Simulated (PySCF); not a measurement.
## A study: C3H7NO, SMILES `CC(=N)CO`

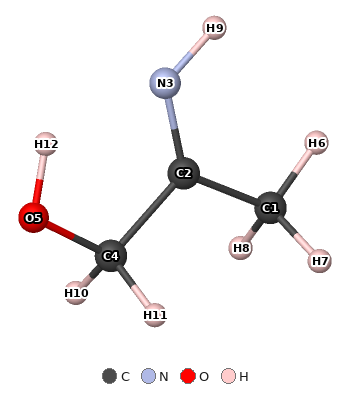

The molecule, with its atoms numbered as below. No frequency check shows the geometry to be a minimum.

Coordinates in Å:

```
C1       1.8151   -0.5289    0.0041
C2       0.4725    0.1398   -0.0032
N3       0.2359    1.3767   -0.0032
C4      -0.7254   -0.7724   -0.0076
O5      -1.9334   -0.0707    0.0084
H6       2.6164    0.2059   -0.0461
H7       1.9289   -1.1145    0.9149
H8       1.9005   -1.2078   -0.8422
H9       1.0473    1.9879   -0.0008
H10     -0.6829   -1.4100   -0.9038
H11     -0.6755   -1.4341    0.8698
H12     -1.6922    0.8704    0.0034
```

## 1. Bonding charge

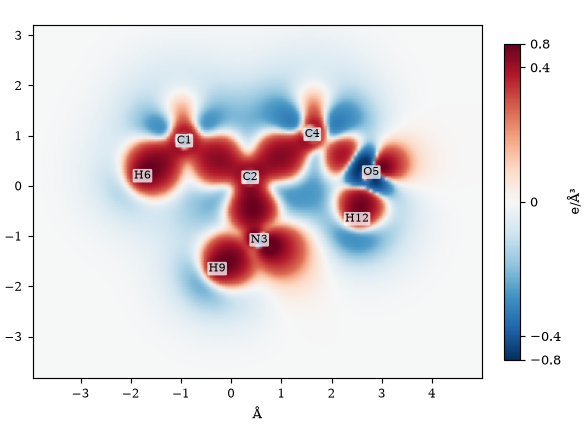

Deformation density (molecule less spherical, spin-averaged free atoms) in a plane through 8 of the atoms; colour scale in e/Å³, logarithmic beyond ±0.1; red: gain, blue: loss.

Computed with PySCF, PBE/def2-TZVP, geometry: GFN2-xTB.

Q: How much density has each bond in this plane gained at its critical point, relative to the free atoms?

A: N3–H9: +0.80 e/Å³ at the bond critical point (bond length 1.02 Å, Mayer order 0.9). O5–H12: +0.73 e/Å³ at the bond critical point (bond length 0.97 Å, Mayer order 0.8). C2–N3: +0.70 e/Å³ at the bond critical point (bond length 1.26 Å, Mayer order 2.1). C1–H6: +0.68 e/Å³ at the bond critical point (bond length 1.09 Å, Mayer order 1.0). C2–C4: +0.54 e/Å³ at the bond critical point (bond length 1.51 Å, Mayer order 1.0). C1–C2: +0.50 e/Å³ at the bond critical point (bond length 1.50 Å, Mayer order 1.0). C4–O5: +0.21 e/Å³ at the bond critical point (bond length 1.40 Å, Mayer order 1.2). In all, 2.5 electrons gather in the regions of gain relative to the promolecule.

## 2. Bond critical points

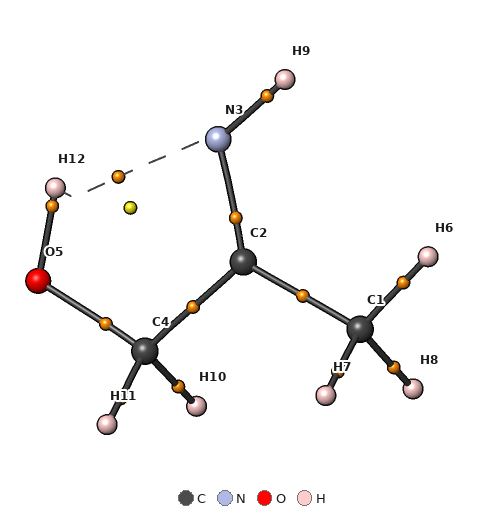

Molecular graph of the electron density (QTAIM): bond paths, bond critical points (orange), ring points (yellow, if any); weak paths are dashed.

Q: How many critical points of each kind are there, and does the count close?

A: 12 nuclei, 12 bond, 1 ring and 0 cage critical points: 12 − 12 + 1 − 0 = 1, as the Poincaré–Hopf relation requires.

Q: Tabulate density, Laplacian, ellipticity and energy density at the bond critical points (atomic units).

A:
```csv
bond,length (Å),ρ (a.u.),∇²ρ (a.u.),ε,H (a.u.)
C2–N3,1.259,0.404,−1.14,0.19,−0.722
O5–H12,0.972,0.350,−2.33,0.02,−0.655
N3–H9,1.016,0.335,−1.57,0.01,−0.452
C4–O5,1.397,0.277,−0.66,0.04,−0.366
C1–H6,1.088,0.277,−0.93,0.01,−0.276
C4–H11,1.100,0.276,−0.93,0.05,−0.272
C1–H8,1.088,0.275,−0.92,0.01,−0.274
C4–H10,1.101,0.275,−0.93,0.05,−0.271
C1–H7,1.089,0.275,−0.92,0.01,−0.273
C2–C4,1.506,0.262,−0.67,0.09,−0.232
C1–C2,1.500,0.258,−0.65,0.03,−0.228
N3–H12,1.993,0.029,+0.11,0.50,+0.001
```

Q: What kind of interaction is O5–H12?

A: Shared-shell (covalent): ρ = 0.350, ∇²ρ = −2.33, H = −0.655 a.u.

Q: Are there bond paths between atoms that aren't covalently bonded?

A: Yes: N3–H12 (1.99 Å, ρ = 0.029).

## 3. Local ionisation energy

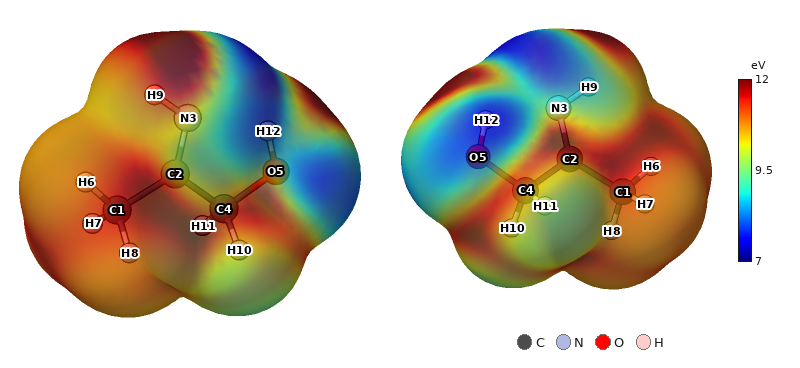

Average local ionisation energy on the surface of electron density 0.001 a.u. (back view left, front view right).

Q: Locate the minima of the map.

A: The lowest value is 7.5 eV, about equally far (2.0 Å) from N3 and H12. Further minima include 7.5 eV, off the O5–H12 bond (1.9 to 2.0 Å from its atoms), and at like points elsewhere; 9.3 eV, 1.4 Å from H10; 10.4 eV, 1.4 Å from H9. For comparison, the highest occupied orbital lies at −5.9 eV.

Q: What volume does the surface enclose, and what is the dipole moment?

A: About 107 Å³; the dipole moment is 3.5 D.

## 4. Stretching a bond

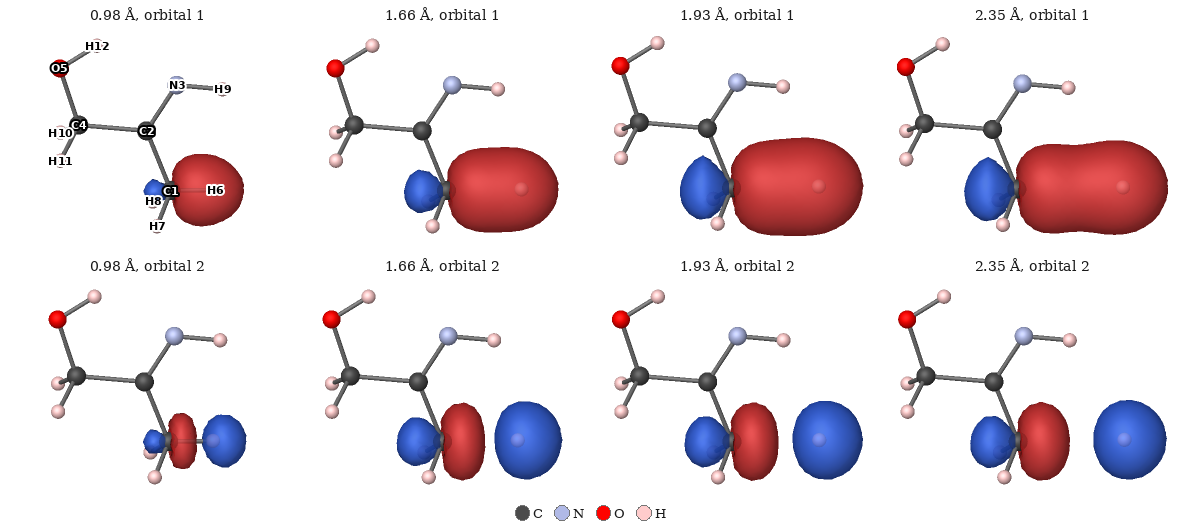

Rigid stretch of the C1–H6 bond. The two CASSCF(2,2) natural orbitals nearest half filling (orbital 1 the more occupied).

Method: 6-31+G* basis; geometry: GFN2-xTB; program: PySCF.

Q: How do the occupations change along the stretch?

A: 0.98 Å: 1.99 and 0.01; 1.66 Å: 1.91 and 0.09; 1.93 Å: 1.82 and 0.18; 2.35 Å: 1.62 and 0.38. At the longest distance computed (3.00 Å) they are 1.30 and 0.70, and the effective number of unpaired electrons is 1.7.

Q: Where does the UHF solution part from RHF?

A: Between 1.66 Å (⟨S²⟩ = 0, the two coincide) and 1.93 Å (⟨S²⟩ = 0.56); at 3.00 Å ⟨S²⟩ is 0.99 and UHF lies 3.3 eV below RHF.

Q: How much energy does the stretch cost?

A: By CASSCF, 4.3 eV from the lowest point of the scan (1.07 Å) to 3.00 Å; RHF gives 7.3 eV from its own lowest point. The fragments aren't relaxed and dynamic correlation is missing, so this isn't a bond dissociation energy.
